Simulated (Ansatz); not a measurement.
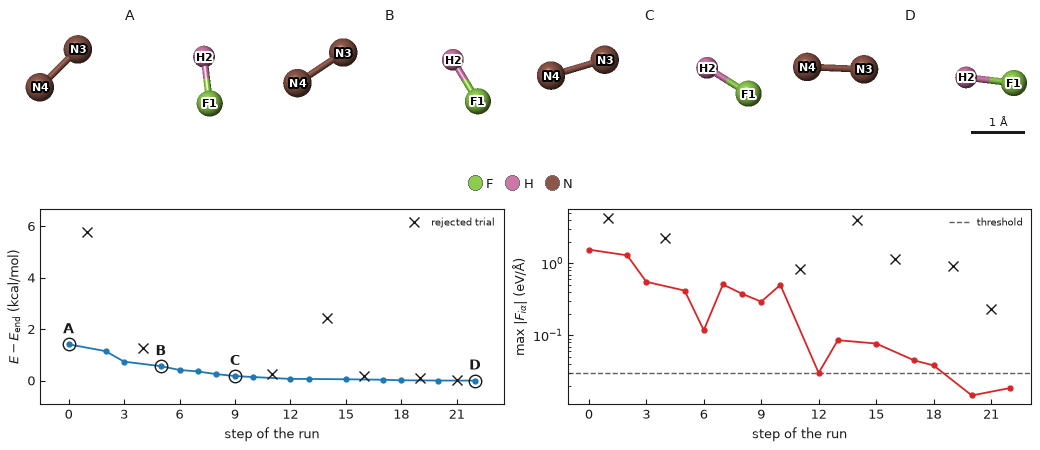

Frames of a relaxation of N2HF (coarse preliminary run), marked on the history of the run. The picture is a ball-and-stick view, seen at a tilt.

These are results of RKS PBE-D4/def2-SVP in Ansatz 0.2.0, not measurements. (force threshold 0.03 eV/Å; at most 250 steps)

### What happens along the run?

The largest move after the best rigid fit is that of F1, 0.64 Å. By element the largest moves are F 0.64 Å, H 0.55 Å, N 0.47 Å. Some distances before and after: N3–N4 1.098 → 1.111 Å. The energy falls by 1.41 kcal/mol in 15 accepted moves (22 points after the start). The largest force component goes from 1.6 to 0.019 eV/Å. The line search rejected the trial steps at points 1, 4, 11, 14, 16, 19, 21 of the run. The forces were under the threshold at step 20, but the run went on from there. From step 0 to 5: H2 moves most (0.23 Å), energy −0.85 kcal/mol. From step 5 to 9: F1 moves most (0.26 Å), energy −0.38 kcal/mol. From step 9 to 22: F1 moves most (0.23 Å), energy −0.18 kcal/mol.

Limits of the set-up: the start holds two separate molecules, 2.5 Å apart at their closest, whose relative position is a soft coordinate.
